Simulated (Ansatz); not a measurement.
# C₃N (doublet): what the fields show

```xyz
4

C     0.0000    0.0000   -0.7017
C     0.0000    0.0000    0.6746
C     0.0000    0.0000    1.8911
N     0.0000    0.0000   -1.8640
```

Geometry: PBE0-D3(BJ)/def2-SVP; ⟨S²⟩ = 0.81, above the pure value of 0.75.

All numbers below come from isolated molecule in a Gaussian basis; Kohn-Sham density functional theory, functional PBE0 in Ansatz.

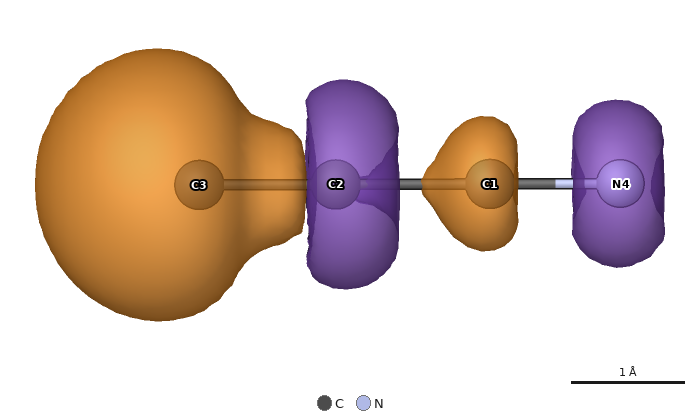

Figure 1. Isosurfaces of the spin density (α minus β) at +0.03 (orange) and −0.03 e/Å³ (purple), seen from one side.

Which atoms carry the spin?

Answer. The unpaired spin (1 electron) lies mostly on C3 (about 1.2), in electrons by Hirshfeld's partition, with opposite, polarisation-induced spin on N4 and C2.

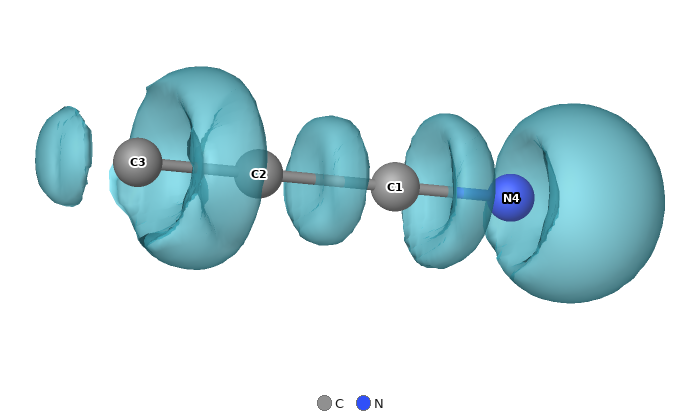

Figure 2. Isosurface of the ELF at 0.8 (cyan), seen from one side. Core shells and regions of very low density are left out.

Identify the bonds, lone pairs and shells in this picture.

Answer. The surface consists of two regions between bonded C–C atoms (shared pairs), one region between bonded C–N atoms (shared pairs), one lobe on C, pointing away from the bonds (non-bonding electrons) and one lobe on N, pointing away from the bonds (non-bonding electrons). Profiles from the grid: C–N (1.16 Å): the ELF peaks at about 0.85 between the atoms: a multiple bond. C–C (1.22 Å): the ELF peaks at about 0.80 between the atoms (a multiple bond).

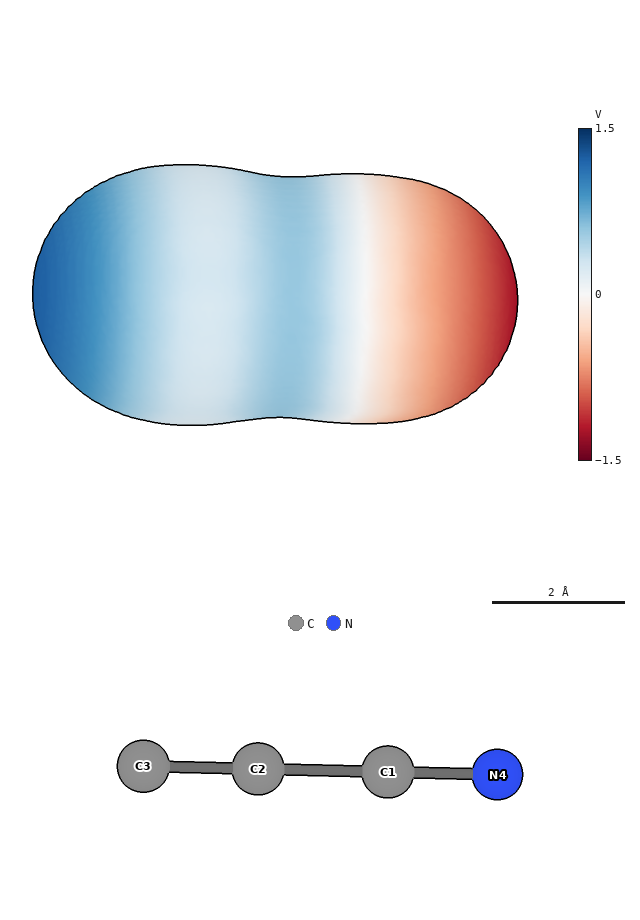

Figure 3. The electrostatic potential painted on the density surface at 0.001 e/bohr³, seen at a tilt; red is negative and blue positive. The bare structure is drawn below in the same view.

Which sites attract a positive test charge, and which a negative one?

Answer. A positive charge is drawn to the negative regions and a negative charge to the positive ones. The most negative region (about −1.3 V, or −30 kcal/mol for a unit charge) lies over N4, the most positive (about +1.2 V, or +28 kcal/mol for a unit charge) over C3. N4 is the likeliest acceptor of a hydrogen bond.

What dipole moment does the calculation give?

Answer. Its dipole moment is 2.97 D.
